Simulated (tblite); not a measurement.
**Run report: Si$_{2}$NH$_{6}$O$_{2}$, geometry relaxation (part 2 of 2)**

Si$_{2}$NH$_{6}$O$_{2}$, multiplicity 2, SMILES [NH][SiH](O)O[SiH3]; GFN2-xTB geometry optimisation, gas phase (tblite 0.8.0). 

Geometry of the input (Å):
```
Si -1.0855  0.4003  0.3779
O  -1.3554  1.5565  -0.9529
Si -0.4884  3.0870  -1.1710
O  -1.7917  1.0356  1.8614
N  0.7068  0.1620  0.6235
H  -1.6785  -0.8455  0.0574
H  -0.3145  3.3181  -2.5667
H  0.8093  2.9864  -0.5856
H  -1.2051  4.1311  -0.5974
H  -2.6859  1.4531  1.8980
H  1.4468  0.4049  -0.0708
```

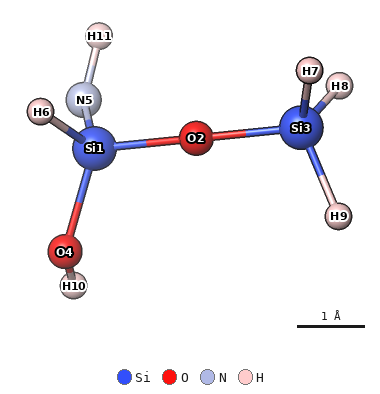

Figure 1. The geometry at step 120 of the log (ball-and-stick view, seen at a tilt; atoms are numbered from 1 in the order of the input).

Trajectory as extended XYZ, continued:
```
11
Properties=species:S:1:pos:R:3:forces:R:3 step=72 energy=-480.39727
Si   -0.9865    0.4824    0.3792    0.0100   0.0050   0.0010
O    -1.0531    1.8591   -0.5007    0.0310   0.0120   0.0180
Si   -0.5374    3.2057   -1.2168    0.0210  -0.0260   0.0010
O    -1.9944    0.6164    1.6351   -0.0400   0.0180  -0.0350
N     0.5820    0.1487    0.9205   -0.0130  -0.0010  -0.0130
H    -1.5703   -0.5323   -0.4949    0.0030  -0.0180   0.0080
H    -0.6797    2.9916   -2.6559   -0.0250  -0.0020  -0.0050
H     0.8654    3.4234   -0.8621    0.0060   0.0210   0.0110
H    -1.3954    4.2768   -0.7058    0.0050  -0.0150  -0.0100
H    -2.1905    1.4706    2.0099    0.0200  -0.0170   0.0310
H     1.3176   -0.2530    0.3652   -0.0160   0.0240  -0.0070
11
Properties=species:S:1:pos:R:3:forces:R:3 step=78 energy=-480.40066
Si   -1.0016    0.4825    0.3646   -0.0060  -0.0130   0.0330
O    -1.0635    1.8541   -0.5223    0.0270   0.0120   0.0280
Si   -0.5357    3.2041   -1.2218    0.0150  -0.0140  -0.0160
O    -2.0157    0.6095    1.6156   -0.0900   0.1460   0.0250
N     0.5623    0.1615    0.9265    0.0290  -0.0030  -0.0100
H    -1.5790   -0.5395   -0.5046    0.0030  -0.0040   0.0210
H    -0.6686    2.9894   -2.6616   -0.0240   0.0140  -0.0110
H     0.8659    3.4087   -0.8555    0.0150   0.0250   0.0120
H    -1.3851    4.2838   -0.7128    0.0090  -0.0330  -0.0130
H    -2.1427    1.4449    2.0638    0.0480  -0.1530  -0.0520
H     1.3215   -0.2095    0.3818   -0.0260   0.0230  -0.0180
11
Properties=species:S:1:pos:R:3:forces:R:3 step=84 energy=-480.41039
Si   -1.0203    0.4824    0.3583    0.0080   0.0020   0.0120
O    -1.0507    1.8552   -0.5296    0.0370  -0.0130  -0.0010
Si   -0.5231    3.2002   -1.2386   -0.0160   0.0060   0.0070
O    -2.0678    0.6103    1.5800   -0.0500   0.0530  -0.0090
N     0.5348    0.1607    0.9465    0.0300   0.0000   0.0020
H    -1.5820   -0.5482   -0.5087   -0.0150   0.0120   0.0130
H    -0.6742    2.9936   -2.6791    0.0260  -0.0100   0.0230
H     0.8726    3.4175   -0.8517    0.0060  -0.0040  -0.0370
H    -1.3706    4.2823   -0.7361   -0.0190  -0.0020   0.0070
H    -2.0779    1.3861    2.1360    0.0160  -0.0650  -0.0060
H     1.3169   -0.1505    0.3967   -0.0230   0.0200  -0.0110
11
Properties=species:S:1:pos:R:3:forces:R:3 step=90 energy=-480.41602
Si   -1.0298    0.4825    0.3579    0.0220   0.0070   0.0040
O    -1.0227    1.8516   -0.5358    0.0290  -0.0060  -0.0090
Si   -0.5159    3.2019   -1.2497   -0.0130   0.0070   0.0240
O    -2.1007    0.6195    1.5574   -0.0300   0.0360  -0.0050
N     0.5146    0.1421    0.9665    0.0180   0.0060  -0.0070
H    -1.5879   -0.5456   -0.5140   -0.0220   0.0200   0.0140
H    -0.6793    2.9899   -2.6877    0.0450  -0.0150   0.0170
H     0.8783    3.4362   -0.8625   -0.0060  -0.0180  -0.0540
H    -1.3666    4.2829   -0.7521   -0.0310   0.0010   0.0210
H    -2.0448    1.3349    2.1865    0.0120  -0.0540  -0.0100
H     1.3126   -0.1066    0.4071   -0.0240   0.0160   0.0050
11
Properties=species:S:1:pos:R:3:forces:R:3 step=96 energy=-480.42122
Si   -1.0387    0.4821    0.3584    0.0100   0.0050   0.0000
O    -0.9855    1.8394   -0.5512   -0.0050   0.0060   0.0040
Si   -0.5098    3.2037   -1.2580    0.0000   0.0010   0.0130
O    -2.1282    0.6320    1.5393   -0.0060   0.0880   0.0480
N     0.4948    0.1239    0.9848    0.0320   0.0070  -0.0260
H    -1.6089   -0.5370   -0.5157   -0.0140   0.0140   0.0100
H    -0.6727    2.9837   -2.6944    0.0350  -0.0050   0.0030
H     0.8854    3.4509   -0.8814   -0.0040  -0.0100  -0.0400
H    -1.3678    4.2792   -0.7605   -0.0260  -0.0140   0.0250
H    -2.0188    1.2765    2.2365    0.0070  -0.0940  -0.0690
H     1.3081   -0.0450    0.4161   -0.0290   0.0040   0.0330
11
Properties=species:S:1:pos:R:3:forces:R:3 step=102 energy=-480.42406
Si   -1.0453    0.4829    0.3607   -0.0090   0.0050  -0.0120
O    -0.9411    1.8289   -0.5604   -0.0340   0.0180   0.0080
Si   -0.5042    3.2057   -1.2659   -0.0040  -0.0090  -0.0090
O    -2.1523    0.6477    1.5233    0.0110   0.0430  -0.0050
N     0.4780    0.1085    1.0027   -0.0250   0.0160   0.0030
H    -1.6394   -0.5168   -0.5178    0.0050  -0.0130  -0.0070
H    -0.6564    2.9767   -2.7021   -0.0040   0.0040  -0.0060
H     0.8949    3.4693   -0.9190    0.0080   0.0110   0.0060
H    -1.3812    4.2626   -0.7596    0.0060  -0.0250   0.0080
H    -1.9967    1.2093    2.2784    0.0100  -0.0250   0.0010
H     1.3015    0.0147    0.4333    0.0360  -0.0250   0.0130
11
Properties=species:S:1:pos:R:3:forces:R:3 step=108 energy=-480.42574
Si   -1.0437    0.4876    0.3557    0.0070   0.0020  -0.0030
O    -0.9397    1.8480   -0.5425    0.0060  -0.0090  -0.0120
Si   -0.5060    3.2123   -1.2727   -0.0030   0.0000   0.0010
O    -2.1536    0.6536    1.5153    0.0010   0.0380   0.0340
N     0.4701    0.1012    1.0124    0.0210   0.0090  -0.0110
H    -1.6292   -0.5073   -0.5350    0.0040   0.0030   0.0020
H    -0.6656    2.9690   -2.7060   -0.0050   0.0060  -0.0010
H     0.8943    3.4952   -0.9420   -0.0080  -0.0090   0.0070
H    -1.3905    4.2581   -0.7597    0.0020   0.0100  -0.0080
H    -1.9838    1.1937    2.2836   -0.0020  -0.0420  -0.0260
H     1.3053   -0.0219    0.4646   -0.0230  -0.0090   0.0180
11
Properties=species:S:1:pos:R:3:forces:R:3 step=114 energy=-480.42761
Si   -1.0425    0.5016    0.3531    0.0170   0.0070   0.0100
O    -0.8879    1.8514   -0.5511   -0.0180   0.0060  -0.0180
Si   -0.5089    3.2258   -1.2927   -0.0220   0.0010  -0.0140
O    -2.1677    0.6919    1.4956   -0.0330  -0.0460  -0.1350
N     0.4475    0.0916    1.0477   -0.0160   0.0010   0.0620
H    -1.6196   -0.4858   -0.5519   -0.0040   0.0060   0.0010
H    -0.6863    2.9700   -2.7222   -0.0020   0.0000  -0.0010
H     0.8880    3.5408   -0.9845    0.0200  -0.0060   0.0150
H    -1.4057    4.2642   -0.7856   -0.0030  -0.0090   0.0080
H    -1.9574    1.0936    2.3311    0.0450   0.0470   0.1060
H     1.2982   -0.0557    0.5342    0.0170  -0.0080  -0.0350
11
Properties=species:S:1:pos:R:3:forces:R:3 step=120 energy=-480.42906
Si   -1.0405    0.5098    0.3532    0.0090  -0.0130  -0.0020
O    -0.8848    1.8431   -0.5737   -0.0180  -0.0060  -0.0070
Si   -0.5090    3.2259   -1.3006    0.0070  -0.0010   0.0060
O    -2.1734    0.7153    1.4852   -0.0040   0.0110  -0.0080
N     0.4454    0.1088    1.0638    0.0100  -0.0080  -0.0030
H    -1.6178   -0.4820   -0.5480    0.0130  -0.0020   0.0010
H    -0.6887    2.9724   -2.7299    0.0110   0.0110  -0.0100
H     0.8884    3.5335   -0.9789   -0.0110   0.0000  -0.0090
H    -1.4079    4.2599   -0.7900   -0.0040   0.0020   0.0100
H    -1.9469    1.0533    2.3469    0.0130   0.0040   0.0110
H     1.2930   -0.0507    0.5456   -0.0290   0.0030   0.0130
11
Properties=species:S:1:pos:R:3:forces:R:3 step=126 energy=-480.43043
Si   -1.0410    0.5228    0.3477   -0.0250   0.0030   0.0090
O    -0.9100    1.8240   -0.6271    0.0060  -0.0130   0.0020
Si   -0.5124    3.2251   -1.3093   -0.0190  -0.0190  -0.0070
O    -2.1715    0.7592    1.4773   -0.0160   0.0210  -0.0150
N     0.4419    0.1558    1.0815   -0.0220  -0.0120   0.0150
H    -1.6024   -0.4987   -0.5307    0.0180  -0.0100  -0.0110
H    -0.6778    3.0012   -2.7460    0.0130   0.0090  -0.0010
H     0.8862    3.5053   -0.9676   -0.0200   0.0160  -0.0040
H    -1.4126    4.2573   -0.7953    0.0220  -0.0100   0.0170
H    -1.9262    0.9954    2.3670    0.0200   0.0080   0.0110
H     1.2836   -0.0580    0.5761    0.0220   0.0050  -0.0160
11
Properties=species:S:1:pos:R:3:forces:R:3 step=132 energy=-480.43248
Si   -1.0540    0.5257    0.3485    0.0200   0.0090  -0.0200
O    -0.9225    1.7887   -0.6762   -0.0080   0.0000  -0.0140
Si   -0.5153    3.2082   -1.3153    0.0230   0.0080   0.0130
O    -2.1773    0.8063    1.4755    0.0170   0.0490   0.0740
N     0.4317    0.1840    1.0906    0.0500  -0.0350  -0.0480
H    -1.5929   -0.5269   -0.5073   -0.0010  -0.0100  -0.0070
H    -0.6509    3.0267   -2.7602   -0.0200  -0.0170   0.0020
H     0.8787    3.4843   -0.9536    0.0060  -0.0020   0.0080
H    -1.4017    4.2392   -0.7797   -0.0210  -0.0080   0.0120
H    -1.9116    0.9632    2.3790   -0.0220  -0.0100  -0.0710
H     1.2735   -0.0100    0.5724   -0.0430   0.0170   0.0530
11
Properties=species:S:1:pos:R:3:forces:R:3 step=138 energy=-480.43591
Si   -1.0516    0.5546    0.3407    0.0110  -0.0450  -0.0420
O    -0.9175    1.7421   -0.7663    0.0420   0.0050   0.0550
Si   -0.5218    3.2007   -1.3299   -0.0010  -0.0110   0.0580
O    -2.1626    0.9307    1.4576    0.1150   0.0330   0.1200
N     0.4074    0.1752    1.1128   -0.0640   0.0310   0.0740
H    -1.5527   -0.5461   -0.4858   -0.0350   0.0060   0.0370
H    -0.6539    3.0453   -2.7770   -0.0230   0.0260  -0.0070
H     0.8670    3.4938   -0.9532   -0.0290  -0.0300  -0.0010
H    -1.4236    4.1880   -0.7392   -0.0060   0.0040  -0.0360
H    -1.9036    0.9107    2.3795   -0.0760  -0.0060  -0.2000
H     1.2706   -0.0055    0.6343    0.0650  -0.0120  -0.0570
11
Properties=species:S:1:pos:R:3:forces:R:3 step=144 energy=-480.44259
Si   -1.0049    0.5631    0.3421   -0.0570   0.0170   0.0520
O    -0.8000    1.7011   -0.7974    0.0290   0.0070  -0.0460
Si   -0.5275    3.2015   -1.3261   -0.1060   0.0260  -0.0420
O    -2.1163    1.1021    1.3936    0.2000  -0.2010   0.5690
N     0.4086    0.1131    1.1594   -0.0170   0.0310  -0.0120
H    -1.5377   -0.5657   -0.4288   -0.0170   0.0270  -0.0090
H    -0.7237    3.0805   -2.7723    0.0360  -0.0070   0.0230
H     0.8530    3.5470   -0.9762   -0.0120   0.0040   0.0010
H    -1.4865    4.1316   -0.7272    0.0570  -0.0330   0.0170
H    -1.9828    0.8789    2.3247   -0.1360   0.1510  -0.5730
H     1.2757   -0.0637    0.6818    0.0230  -0.0210   0.0200
11
Properties=species:S:1:pos:R:3:forces:R:3 step=150 energy=-480.45112
Si   -0.9833    0.5677    0.3394    0.0270  -0.0120   0.0080
O    -0.7611    1.6862   -0.8176   -0.0040  -0.0210   0.0040
Si   -0.5455    3.2031   -1.3257    0.0180  -0.0330  -0.0130
O    -2.0780    1.1517    1.3792   -0.0090   0.0000   0.0290
N     0.4157    0.0942    1.1668    0.0350   0.0180  -0.0170
H    -1.5423   -0.5560   -0.4214   -0.0080   0.0200  -0.0020
H    -0.7382    3.0840   -2.7694   -0.0090   0.0130  -0.0290
H     0.8340    3.5677   -0.9906   -0.0050   0.0290   0.0110
H    -1.5081    4.1040   -0.6973    0.0080  -0.0060   0.0160
H    -2.0264    0.8983    2.2964    0.0010  -0.0080  -0.0220
H     1.2910   -0.1115    0.7138   -0.0550   0.0000   0.0170
11
Properties=species:S:1:pos:R:3:forces:R:3 step=156 energy=-480.45250
Si   -0.9706    0.5724    0.3425    0.0000   0.0140  -0.0010
O    -0.7453    1.6735   -0.8307    0.0130   0.0140  -0.0140
Si   -0.5496    3.1962   -1.3314    0.0090   0.0020   0.0050
O    -2.0642    1.1783    1.3716    0.0080  -0.0180   0.0380
N     0.4242    0.1047    1.1786   -0.0170   0.0140   0.0080
H    -1.5411   -0.5460   -0.4149   -0.0080  -0.0230  -0.0040
H    -0.7497    3.0949   -2.7770   -0.0020  -0.0070   0.0100
H     0.8234    3.5826   -0.9929    0.0000   0.0090  -0.0040
H    -1.5151    4.0817   -0.6847    0.0000  -0.0110   0.0000
H    -2.0432    0.8957    2.2817   -0.0030   0.0100  -0.0270
H     1.2890   -0.1446    0.7307   -0.0010  -0.0050  -0.0100
11
Properties=species:S:1:pos:R:3:forces:R:3 step=162 energy=-480.45291
Si   -0.9633    0.5748    0.3422   -0.0020  -0.0030  -0.0020
O    -0.7135    1.6756   -0.8262    0.0030  -0.0030   0.0000
Si   -0.5493    3.2001   -1.3327    0.0010   0.0020   0.0000
O    -2.0567    1.1886    1.3669   -0.0040   0.0040  -0.0100
N     0.4213    0.0952    1.1885   -0.0020   0.0020  -0.0040
H    -1.5419   -0.5407   -0.4166    0.0070   0.0040   0.0020
H    -0.7637    3.0872   -2.7754    0.0000   0.0010   0.0060
H     0.8192    3.6157   -1.0113    0.0000  -0.0020  -0.0010
H    -1.5245    4.0683   -0.6778   -0.0030  -0.0030  -0.0020
H    -2.0531    0.8942    2.2724    0.0020   0.0000   0.0110
H     1.2833   -0.1697    0.7437   -0.0030  -0.0020  -0.0010
11
Properties=species:S:1:pos:R:3:forces:R:3 step=163 energy=-480.45292
Si   -0.9639    0.5747    0.3419    0.0000   0.0030  -0.0010
O    -0.7152    1.6755   -0.8269    0.0030  -0.0010   0.0000
Si   -0.5491    3.2002   -1.3325    0.0000  -0.0010   0.0000
O    -2.0568    1.1885    1.3670   -0.0040   0.0020  -0.0060
N     0.4212    0.0966    1.1882   -0.0010   0.0020  -0.0020
H    -1.5410   -0.5418   -0.4161    0.0030   0.0010  -0.0010
H    -0.7634    3.0877   -2.7754    0.0010   0.0010   0.0070
H     0.8197    3.6144   -1.0103   -0.0020  -0.0030  -0.0010
H    -1.5243    4.0689   -0.6783   -0.0010  -0.0030  -0.0020
H    -2.0522    0.8942    2.2728    0.0020   0.0010   0.0080
H     1.2828   -0.1694    0.7432   -0.0010  -0.0020  -0.0020
```

Results in brief:

| quantity | value |
| --- | --- |
| outcome | converged |
| total energy | −480.4529 eV |
| wall time | 3.4 s |
| peak memory | 0.17 GiB |
